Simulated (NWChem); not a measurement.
# Energy and gradient calculation of C2H4F2

System: C2H4F2.
Method: BHLYP/6-311+G**, RKS (NWChem 7.3.0).

The geometry comes from this level: PBE0-D4/def2-TZVP.

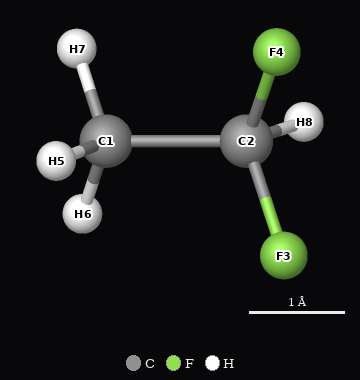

The input geometry (ball-and-stick view, seen at a tilt; atoms are numbered from 1 in the order of the input). Bond lengths as drawn: C–C 1.50 Å, C–F 1.36 Å and C–H 1.09 to 1.10 Å.

**Input file**
```python
from ase import Atoms
from ase.calculators.nwchem import NWChem

molecule = Atoms(['C', 'C', 'F', 'F', 'H', 'H', 'H', 'H'], positions=[
    [0.003300, 0.777600, 0.023300],
    [-0.052000, -0.718200, -0.008200],
    [0.925500, -1.243400, 0.779100],
    [0.168200, -1.172100, -1.271900],
    [0.981400, 1.111900, -0.325400],
    [-0.157200, 1.132800, 1.041800],
    [-0.771000, 1.190600, -0.624000],
    [-1.006100, -1.136400, 0.329500],
])

calc = NWChem(
    label='geom',
    theory='dft',
    memory='2200 mb',
    basis='6-311+G**',
    basispar='spherical bse',
    dft={'xc': 'bhlyp', 'mult': '1', 'grid': 'fine', 'convergence': 'energy 1e-08', 'iterations': '100', 'mulliken': None},
)
molecule.calc = calc

forces = molecule.get_forces()
e = molecule.get_potential_energy()
print(f"E = {e:.6f} eV")
print("forces (eV/A):")
for s, f in zip(molecule.symbols, forces):
    print(f"{s:2s} {f[0]:10.5f} {f[1]:10.5f} {f[2]:10.5f}")
print("dipole (e A):", molecule.get_dipole_moment().round(4))
```

**File geom.nwi**
```
title "geom"

permanent_dir geom

scratch_dir geom

start geom

geometry units angstrom nocenter noautosym noautoz
  C  3.3000000000000000e-03 7.7759999999999996e-01 2.3300000000000001e-02
  C  -5.1999999999999998e-02 -7.1819999999999995e-01 -8.2000000000000007e-03
  F  9.2549999999999999e-01 -1.2434000000000001e+00 7.7910000000000001e-01
  F  1.6819999999999999e-01 -1.1720999999999999e+00 -1.2719000000000000e+00
  H  9.8140000000000005e-01 1.1119000000000001e+00 -3.2540000000000002e-01
  H  -1.5720000000000001e-01 1.1328000000000000e+00 1.0418000000000001e+00
  H  -7.7100000000000002e-01 1.1906000000000001e+00 -6.2400000000000000e-01
  H  -1.0061000000000000e+00 -1.1364000000000001e+00 3.2950000000000002e-01
end

memory 2200 mb

basis spherical bse noprint
   * library 6-311+G**
end

dft
  xc bhlyp
  mult 1
  grid fine
  convergence energy 1e-08
  iterations 100
  mulliken
end

task dft gradient
```

Hardware: 1 thread of Intel Xeon @ 2.90GHz (Ice Lake), 16 GiB of memory available, shared host.

Command:
```bash
export ASE_NWCHEM_COMMAND="nwchem PREFIX.nwi > PREFIX.nwo"
python run.py
```

**The program's output**
```
E = -7572.190458 eV
forces (eV/A):
C     0.04299    0.13971   -0.00787
C    -0.23448   -0.14033    0.07878
F    -0.15283    0.06891   -0.17247
F    -0.00262    0.05518    0.23639
H    -0.20924   -0.06166    0.07436
H     0.03749   -0.08222   -0.21001
H     0.16136   -0.09328    0.12866
H     0.35738    0.11375   -0.12789
dipole (e A): [-0.3428  0.3786  0.1398]
```

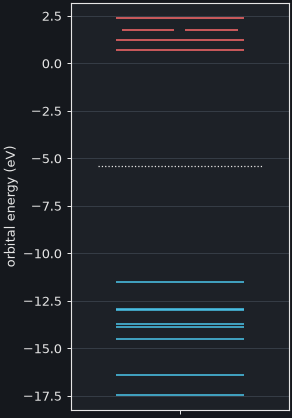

Orbital energies near the frontier; the dotted line parts filled from empty levels, and levels within 0.02 eV of each other stand side by side. Highest filled −11.52 eV, lowest empty 0.73 eV, 12.25 eV apart.

**Results in brief**

```tsv
quantity	value
outcome	converged
total energy	−278.272869 hartree
basis functions	112
largest force	0.396 eV/Å
HOMO	−11.52 eV
LUMO	0.73 eV
dipole moment	2.54 D
wall time	29 s
peak memory	0.12 GiB
```
